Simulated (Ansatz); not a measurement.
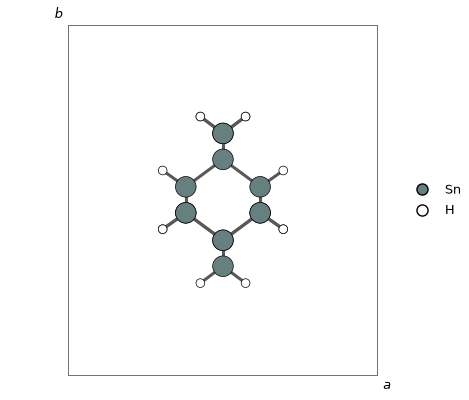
*1 relaxed period of a body that repeats along c, seen along c; the cell edge a is 19.0 Å long*

Method: PBE (plane waves to 420 eV, PAW; Ansatz, a program for electronic structure). Mesh 1×1×8. No spin polarisation. Isolated but for its images some 11 Å away. A model structure. Symmetry and one short period hold its shape; lower forms weren't sought. Values not marked SOC lack spin–orbit coupling.

Task: What is drawn, and how wide is it?

Result: Several could match; the one computed here: H-capped Sn nanowire along [110], 8 atoms a period besides the caps. An idealised model, cut from the bulk lattice.
It measures about 11 Å across, from nucleus to nucleus.
